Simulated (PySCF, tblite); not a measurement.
# C8H8OSSi: geometry, infrared bands and NMR shifts

Wanted: the infrared bands and NMR shifts of C8H8OSSi (`C#Cc1csc([SiH2]OC=C)c1`), by calculation.

The runs use tblite 0.8.0 and PySCF 2.14.0, with density-fitted response routines of our own; the level of theory stands in each step. All values are computed, except where a source is named. Atoms are numbered from 0 throughout.

## 1. The molecule as given

19 atoms, charge 0, multiplicity 1; geometry from: force field or distance geometry start.

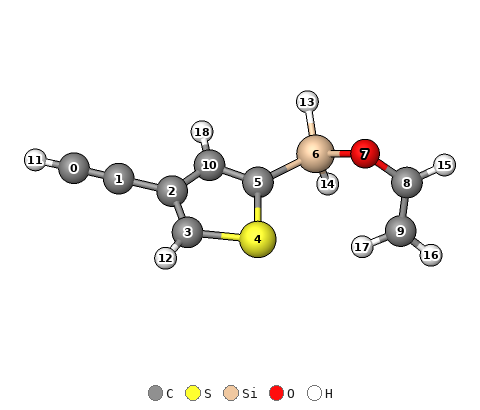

The starting geometry (carbon grey, sulfur yellow, silicon light orange, oxygen red, hydrogen white), atoms numbered.

## 2. Relaxing the molecule with GFN2-xTB

What the job is given:

```
{"job": {"kind": "relax", "xc": "GFN2-xTB", "basis": "xTB"}, "charge": 0, "multiplicity": 1}
C      5.074300    -0.299500     0.142600
C      3.890000    -0.032600     0.157300
C      2.481100     0.300900     0.201300
C      2.081800     1.618400     0.306900
S      0.224100     1.750800     0.335800
C      0.202700    -0.124800     0.157100
Si    -1.329300    -1.150700     0.063600
O     -2.543800    -0.567000     1.137800
C     -3.710500    -0.122200     0.508500
C     -3.633300     0.778000    -0.482000
C      1.482100    -0.609300     0.114400
H      6.094700    -0.509900     0.125100
H      2.671900     2.513700     0.406500
H     -1.085300    -2.554600     0.380100
H     -1.777700    -1.082200    -1.317100
H     -4.675600    -0.506500     0.854500
H     -4.486000     1.164400    -0.998500
H     -2.644900     1.133200    -0.785800
H      1.674000    -1.690800     0.024300
```

Run with:

```console
$ OMP_NUM_THREADS=1 python probes_run.py task.json out
```

This one command runs all jobs of the session in turn.

The log of the run:

```text
step      E/eV     max force
  0    -820.20312    4.012
  1    -820.67193    3.047
  2    -820.72564    5.278
  3    -820.92308    0.889
  4    -820.95400    0.852
  5    -820.98322    0.476
  6    -821.01438    0.426
  7    -821.02732    0.428
  8    -821.05429    0.301
  9    -821.06775    0.272
 10    -821.08206    0.306
 11    -821.09517    0.381
 12    -821.11186    0.354
 13    -821.12814    0.304
 14    -821.14096    0.269
 15    -821.14978    0.262
 16    -821.15850    0.282
 17    -821.16876    0.233
 18    -821.17854    0.226
 19    -821.18555    0.214
 20    -821.19031    0.155
 21    -821.19484    0.144
 22    -821.19999    0.192
 23    -821.20450    0.161
 24    -821.20729    0.126
 25    -821.20944    0.149
 26    -821.21188    0.145
 27    -821.21401    0.103
 28    -821.21548    0.086
 29    -821.21652    0.073
 30    -821.21758    0.082
 31    -821.21883    0.090
 32    -821.22007    0.073
 33    -821.22098    0.058
 34    -821.22169    0.061
 35    -821.22254    0.083
 36    -821.22374    0.093
 37    -821.22510    0.087
 38    -821.22643    0.087
 39    -821.22779    0.129
 40    -821.22956    0.151
 41    -821.23169    0.128
 42    -821.23400    0.115
 43    -821.23621    0.148
 44    -821.23888    0.173
 45    -821.24247    0.238
 46    -821.24660    0.259
 47    -821.24924    0.162
 48    -821.25241    0.102
 49    -821.25376    0.092
 50    -821.25629    0.136
 51    -821.25854    0.152
 52    -821.26063    0.108
 53    -821.26223    0.106
 54    -821.26410    0.118
 55    -821.26631    0.132
 56    -821.26842    0.122
 57    -821.26998    0.089
 58    -821.27105    0.112
 59    -821.27221    0.121
 60    -821.27345    0.089
 61    -821.27520    0.081
 62    -821.27582    0.079
 63    -821.27721    0.087
 64    -821.27819    0.085
 65    -821.27897    0.061
 66    -821.27945    0.065
 67    -821.27997    0.064
 68    -821.28056    0.067
 69    -821.28106    0.050
 70    -821.28137    0.034
 71    -821.28155    0.032
 72    -821.28171    0.029
 73    -821.28183    0.025
 74    -821.28190    0.017
 75    -821.28194    0.012
 76    -821.28196    0.013
 77    -821.28198    0.016
 78    -821.28201    0.013
 79    -821.28204    0.016
 80    -821.28207    0.018
 81    -821.28210    0.014
 82    -821.28213    0.015
 83    -821.28216    0.012
 84    -821.28219    0.012
 85    -821.28221    0.014
 86    -821.28224    0.011
 87    -821.28226    0.009
```

It took 0.75 s on 1 thread of Arm Neoverse V2, shared host.

Step by step: (not every step is listed)

| step | energy from step 0 (eV) | largest force (eV/Å) |
| --- | --- | --- |
| 0 | 0.0000 | 4.0117 |
| 1 | -0.4688 | 3.0466 |
| 2 | -0.5225 | 5.2776 |
| 3 | -0.7200 | 0.8892 |
| 4 | -0.7509 | 0.8519 |
| 5 | -0.7801 | 0.4759 |
| 6 | -0.8113 | 0.4256 |
| 7 | -0.8242 | 0.4281 |
| 8 | -0.8512 | 0.3005 |
| 15 | -0.9467 | 0.2616 |
| 22 | -0.9969 | 0.1921 |
| 29 | -1.0134 | 0.0729 |
| 36 | -1.0206 | 0.0927 |
| 43 | -1.0331 | 0.1481 |
| 50 | -1.0532 | 0.1364 |
| 57 | -1.0669 | 0.0894 |
| 64 | -1.0751 | 0.0847 |
| 71 | -1.0784 | 0.0321 |
| 78 | -1.0789 | 0.0132 |
| 82 | -1.0790 | 0.0149 |
| 83 | -1.0790 | 0.0118 |
| 84 | -1.0791 | 0.0122 |
| 85 | -1.0791 | 0.0144 |
| 86 | -1.0791 | 0.0112 |
| 87 | -1.0791 | 0.0093 |

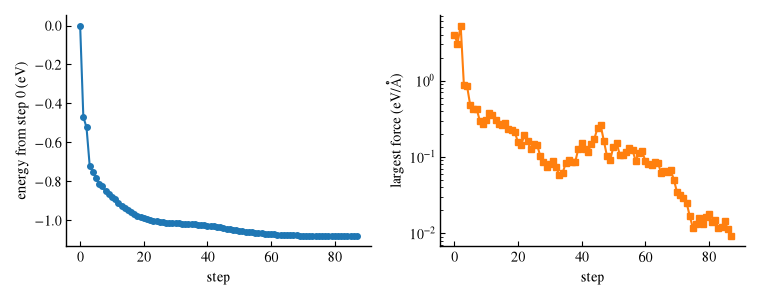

Energy and largest force along the relaxation.

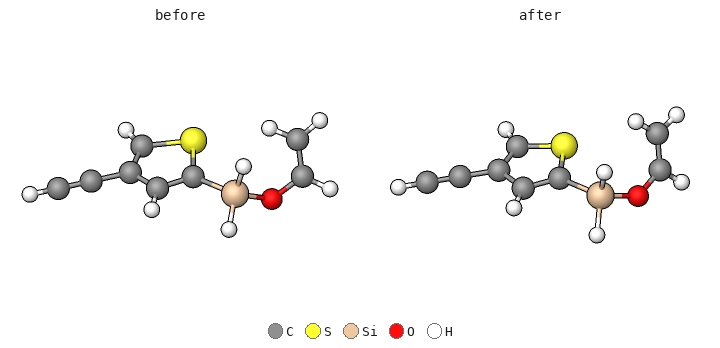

Before and after, at one scale.

Close pairs (by a distance rule), those that changed most:

| bond | before (Å) | after (Å) | change (Å) |
| --- | --- | --- | --- |
| C3–S4 | 1.863 | 1.713 | -0.150 |
| S4–C5 | 1.884 | 1.742 | -0.142 |
| Si6–O7 | 1.723 | 1.625 | -0.098 |
| C2–C10 | 1.354 | 1.420 | +0.066 |
| O7–C8 | 1.398 | 1.344 | -0.054 |
| C1–C2 | 1.449 | 1.410 | -0.039 |
| C5–Si6 | 1.846 | 1.880 | +0.034 |
| C10–H18 | 1.102 | 1.075 | -0.027 |

The next job starts from the end point, and lists it.

## 3. Vibrational analysis with GFN2-xTB

What the job is given:

```
{"job": {"kind": "ir", "xc": "GFN2-xTB", "basis": "xTB"}, "charge": 0, "multiplicity": 1}
C      4.972714     0.009933     0.273834
C      3.781459     0.155314     0.238110
C      2.380040     0.304075     0.200142
C      1.729535     1.500414     0.334590
S      0.028309     1.322499     0.250820
C      0.162211    -0.400223     0.031284
Si    -1.345784    -1.507904    -0.153496
O     -2.614634    -0.921460     0.675963
C     -3.415023     0.151416     0.551891
C     -3.410276     1.023176    -0.439731
C      1.471589    -0.773829     0.026048
H      6.013815    -0.113687     0.305565
H      2.164569     2.469630     0.479674
H     -1.152213    -2.760859     0.561268
H     -1.636883    -1.669046    -1.581287
H     -4.104181     0.230770     1.385178
H     -4.099997     1.845575    -0.451314
H     -2.722459     0.938321    -1.262327
H      1.787405    -1.794865    -0.093787
```

The log of the run:

```text
mode    cm-1     km/mol
  1       7.5      0.12
  2      51.4      0.16
  3      73.4      0.06
  4      97.8      0.10
  5     111.8      0.22
  6     153.0      0.78
  7     159.0      2.91
  8     177.6      1.57
  9     252.3      7.68
 10     354.0      0.11
 11     384.7     21.23
 12     422.6      7.97
 13     442.0      4.72
 14     487.4      0.72
 15     494.5     16.96
 16     542.8     54.59
 17     566.3     37.84
 18     625.1     14.71
 19     654.4     17.70
 20     664.4      9.49
 21     668.4      2.39
 22     671.9     36.12
 23     717.4     38.46
 24     736.4     12.45
 25     763.2    381.23
 26     775.9    256.98
 27     828.0      3.13
 28     836.1     23.15
 29     869.5     13.70
 30     941.4     52.61
 31     990.1     25.77
 32     997.2     26.13
 33    1010.3     75.57
 34    1113.4      3.50
 35    1153.6      2.03
 36    1200.0    291.54
 37    1295.9      9.33
 38    1350.5      1.42
 39    1385.0     22.41
 40    1448.5     24.16
 41    1539.5     34.53
 42    1699.4    126.35
 43    2231.3    295.05
 44    2258.9      7.16
 45    2334.4    252.97
 46    3031.3     34.47
 47    3122.1     19.82
 48    3129.8     21.11
 49    3160.9      5.67
 50    3163.9     34.19
 51    3396.7      6.54
```

Wall time 0.84 s (1 thread of Arm Neoverse V2, shared host).

The strongest bands and the atoms that carry them (share of the mass-weighted mode):

| cm⁻¹ | km/mol | atoms |
| --- | --- | --- |
| 543 | 54.6 | H13 27 %, H14 16 % |
| 763 | 381.2 | H14 48 %, H13 36 % |
| 776 | 257.0 | H13 35 %, Si6 27 %, H14 22 % |
| 1010 | 75.6 | C5 42 %, C10 19 %, H18 11 % |
| 1200 | 291.5 | O7 43 %, C8 34 %, H17 11 % |
| 1699 | 126.3 | C8 51 %, C9 41 % |
| 2231 | 295.1 | H14 96 % |
| 2334 | 253.0 | H13 96 % |

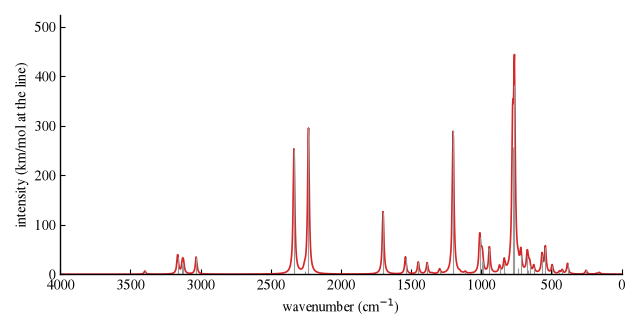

The infrared spectrum from these modes, unscaled. Lines are broadened to a width of 14 cm⁻¹ (Lorentzian).

## 4. NMR shieldings: PBE0/pcSseg-1

The job, as its differences from that of step 3:

```diff
@@ -1,2 +1,2 @@
-{"job": {"kind": "ir", "xc": "GFN2-xTB", "basis": "xTB"}, "charge": 0, "multiplicity": 1}
+{"job": {"kind": "nmr", "xc": "PBE0", "basis": "pcSseg-1"}, "charge": 0, "multiplicity": 1}
 C      4.972714     0.009933     0.273834
```

With the program's defaults for keys left out, this is: GIAO PBE0/pcSseg-1 NMR shielding, non-relativistic, gas phase.

The log of the run:

```text
coarse grid: 17984 points
cycle   1  E = -1071.5313852006  dE =  2.005e+00  |g| = 7.026e-01  |ddm| = 4.559e+00
cycle   2  E = -1071.4600286134  dE =  7.136e-02  |g| = 9.348e-01  |ddm| = 1.475e+00
cycle   3  E = -1071.6283753524  dE = -1.683e-01  |g| = 1.476e-01  |ddm| = 9.281e-01
cycle   4  E = -1071.6324731834  dE = -4.098e-03  |g| = 5.310e-02  |ddm| = 1.703e-01
cycle   5  E = -1071.6330947239  dE = -6.215e-04  |g| = 2.040e-02  |ddm| = 5.669e-02
cycle   6  E = -1071.6331894414  dE = -9.472e-05  |g| = 6.608e-03  |ddm| = 2.013e-02
cycle   7  E = -1071.6331978161  dE = -8.375e-06  |g| = 3.136e-03  |ddm| = 7.608e-03
final grid: 167520 points
cycle   8  E = -1071.7130731664  dE = -9.681e-06  |g| = 1.486e-02  |ddm| = 6.700e-02
cycle   9  E = -1071.7129260502  dE =  1.471e-04  |g| = 2.847e-02  |ddm| = 4.057e-02
cycle  10  E = -1071.7131218833  dE = -1.958e-04  |g| = 3.943e-03  |ddm| = 2.916e-02
cycle  11  E = -1071.7131255608  dE = -3.677e-06  |g| = 6.911e-04  |ddm| = 3.255e-03
cycle  12  E = -1071.7131256639  dE = -1.032e-07  |g| = 2.087e-04  |ddm| = 8.434e-04
cycle  13  E = -1071.7131256732  dE = -9.260e-09  |g| = 7.094e-05  |ddm| = 2.465e-04
cycle  14  E = -1071.7131256744  dE = -1.174e-09  |g| = 2.173e-05  |ddm| = 9.206e-05
cycle  15  E = -1071.7131256745  dE = -1.191e-10  |g| = 6.396e-06  |ddm| = 2.564e-05
converged SCF energy = -1071.7131256745

GIAO shielding tensors (ppm)
atom      isotropic    diamagn.    paramagn.     s11        s22        s33       span
  0 C       99.567     259.000    -159.433     32.399     53.825    212.477    180.077
  1 C      104.307     241.159    -136.852      4.332      7.533    301.056    296.723
  2 C       60.997     262.141    -201.144    -11.641     51.650    142.982    154.624
  3 C       39.267     259.440    -220.173    -53.065     30.639    140.229    193.294
  4 S      236.802    1058.935    -822.133    110.237    233.915    366.253    256.017
  5 C       44.233     266.292    -222.059    -31.531     19.871    144.359    175.891
  6 Si     387.261     881.351    -494.090    347.571    374.207    440.005     92.433
  7 O      226.624     395.361    -168.737    144.003    203.284    332.585    188.582
  8 C       30.823     245.244    -214.421    -81.032     65.009    108.492    189.524
  9 C       89.447     259.179    -169.733    -13.490    116.893    164.938    178.428
 10 C       43.564     251.986    -208.422    -42.458     32.293    140.857    183.314
 11 H       28.969      33.562      -4.594     24.403     25.236     37.266     12.863
 12 H       23.985      32.851      -8.865     21.135     24.250     26.570      5.435
 13 H       26.291      29.562      -3.271     21.625     25.611     31.637     10.012
 14 H       25.836      29.563      -3.727     22.748     24.465     30.294      7.546
 15 H       24.909      26.555      -1.646     21.494     26.396     26.838      5.344
 16 H       27.046      27.812      -0.765     24.869     26.608     29.662      4.793
 17 H       27.002      34.500      -7.497     23.558     27.373     30.075      6.518
 18 H       24.341      32.731      -8.390     20.818     24.107     28.098      7.279
```

Wall time 46 s (1 thread of Arm Neoverse V2, shared host); peak memory 1 GiB.

The references, computed at this level on geometries of the same kind, shield at (ppm): 1H TMS 31.72, 13C TMS 186.9, 29Si TMS 349.2, 17O H2O 336.1, 33S CS2 504. Their shielding less the atom's gives the shift. The references are single molecules in the gas phase, so shifts against H2O, NH3, PH3, H3PO4 or CFCl3 are not on the usual liquid scales and can be off by tens of ppm. Atoms listed in one row are averaged.

| atoms | environment | σ (ppm) | δ (ppm) | δ scaled to CDCl3 |
| --- | --- | --- | --- | --- |
| C8 | alkene carbon bearing oxygen | 30.8 | 156.1 | 150.4 |
| C3 | aromatic CH next to the ring sulfur | 39.3 | 147.7 | 137.8 |
| C10 | aromatic CH | 43.6 | 143.4 | 138.0 |
| C5 | substituted aromatic carbon next to the ring sulfur | 44.2 | 142.7 | 132.9 |
| C2 | substituted aromatic carbon | 61.0 | 125.9 | 121.0 |
| C9 | β carbon of an enol-ether or enamine type C=C | 89.4 | 97.5 | 93.2 |
| C0 | terminal alkyne carbon | 99.6 | 87.4 | 83.3 |
| C1 | alkyne carbon | 104.3 | 82.6 | 78.7 |
| H12 | hydrogen on an aromatic CH next to the ring sulfur | 23.99 | 7.73 | 7.39 |
| H18 | hydrogen on an aromatic CH | 24.34 | 7.38 | 7.06 |
| H15 | hydrogen on an alkene carbon bearing oxygen | 24.91 | 6.81 | 6.52 |
| H13, H14 | hydrogen on a silicon bonded to C, O | 26.06 | 5.65 | – |
| H17 | hydrogen on a β carbon of an enol-ether or enamine type C=C | 27.00 | 4.71 | 4.55 |
| H16 | hydrogen on a β carbon of an enol-ether or enamine type C=C | 27.05 | 4.67 | 4.51 |
| H11 | hydrogen on a terminal alkyne carbon | 28.97 | 2.75 | 2.70 |
| S4 | aromatic ring sulfur | 237 | 267 | – |
| Si6 | silicon bonded to C, O, 2 H | 387.3 | -38.1 | – |
| O7 | oxygen bonded to C, Si | 226.6 | 109.5 | – |

The scaled column applies a straight-line fit of computed shieldings to shifts measured in CDCl3, with any fitted terms for Cl, Br or S neighbours (root-mean-square error 0.16 ppm for H, 1.9 ppm for C).

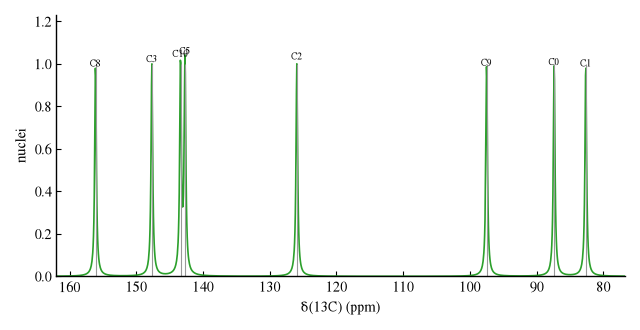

13C lines at the computed shifts, without couplings. Lines are broadened to a width of 0.29 ppm (Lorentzian).

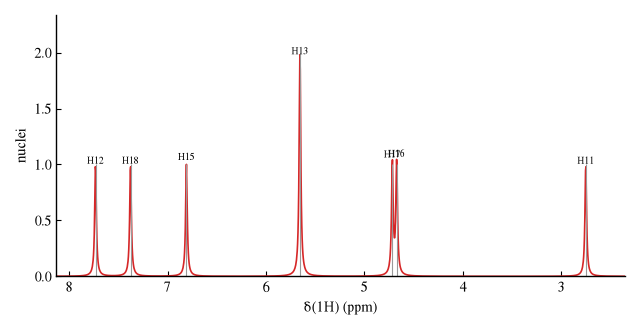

1H lines at the computed shifts, without couplings. Lines are broadened to a width of 0.02 ppm (Lorentzian).

The run also stored atomic charges by several schemes (e):

| atoms | Mulliken | IAO | Hirshfeld | ESP fit |
| --- | --- | --- | --- | --- |
| C0 | -0.38 | -0.23 | -0.11 | -0.37 |
| C1 | 0.51 | -0.02 | -0.05 | -0.07 |
| C2 | -0.30 | -0.05 | -0.02 | 0.14 |
| C3 | -0.22 | -0.30 | -0.07 | -0.27 |
| S4 | 0.30 | 0.37 | 0.13 | 0.09 |
| C5 | -0.58 | -0.46 | -0.13 | -0.29 |
| Si6 | 0.93 | 1.01 | 0.40 | 0.62 |
| O7 | -0.59 | -0.58 | -0.19 | -0.34 |
| C8 | 0.15 | 0.07 | 0.04 | 0.14 |
| C9 | -0.29 | -0.41 | -0.15 | -0.61 |
| C10 | 0.05 | -0.15 | -0.06 | -0.11 |

Hirshfeld charges:

C0 -0.11; C1 -0.05; C2 -0.02; C3 -0.07; S4 0.13; C5 -0.13; Si6 0.40; O7 -0.19; C8 0.04; C9 -0.15; C10 -0.06; H11 0.09; H12 0.06; H13 -0.07; H14 -0.08; H15 0.06; H16 0.05; H17 0.04; H18 0.06

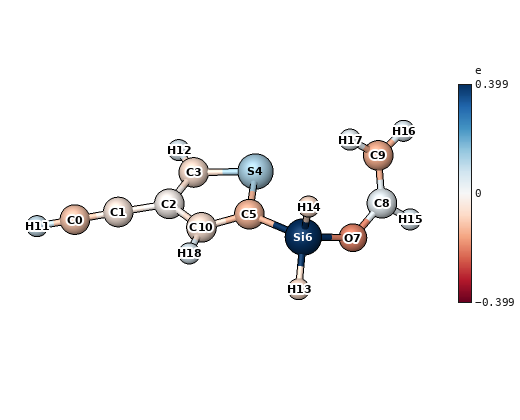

Hirshfeld charges, as colours on the atoms.

Mayer bond orders: C0–C1 2.31, C1–C2 0.96, C2–C3 1.52, C3–S4 1.21, S4–C5 1.15, C5–Si6 0.79, Si6–O7 0.93, O7–C8 0.97, C8–C9 1.92, C5–C10 1.60, C10–C2 1.26.

Ring of atoms C2, C3, S4, C5, C10: NICS(0) -12.9, NICS(1) -11.5, NICS(1)zz -26.2 ppm (means of both faces).

## 5. What came out

| quantity | value |
| --- | --- |
| strongest single infrared mode (GFN2-xTB) | 763 cm⁻¹, 381 km/mol |
| zero-point energy (GFN2-xTB) | 79.4 kcal/mol |
| 13C shifts against TMS (PBE0/pcSseg-1) | 156.1, 147.7, 143.4, 142.7, 125.9, 97.5, 87.4, 82.6 ppm |
| 1H shifts against TMS (PBE0/pcSseg-1, means over atoms taken as alike) | 7.73, 7.38, 6.81, 5.65, 4.71, 4.67, 2.75 ppm |
| 33S shifts against CS2 (PBE0/pcSseg-1) | 267 ppm |
| 29Si shifts against TMS (PBE0/pcSseg-1) | -38.1 ppm |
| 17O shifts against H2O (PBE0/pcSseg-1) | 109.5 ppm |

What this shows: Over 87 steps the energy fell by 1.079 eV; of the close pairs, C3–S4 changed most, 1.863 to 1.713 Å. All 51 modes are real, so the xTB geometry is a minimum. The strongest single mode, at 763 cm⁻¹, moves mainly H14 and H13. Unscaled tight-binding wavenumbers are off by several per cent, some by more. Its intensities can rank the bands wrongly. At PBE0/pcSseg-1: The widest tensor belongs to C1: span 297 ppm, with a paramagnetic part of -137 ppm. NICS(1)zz of -26 ppm above the planar ring from C2 marks a diatropic (aromatic) ring current.
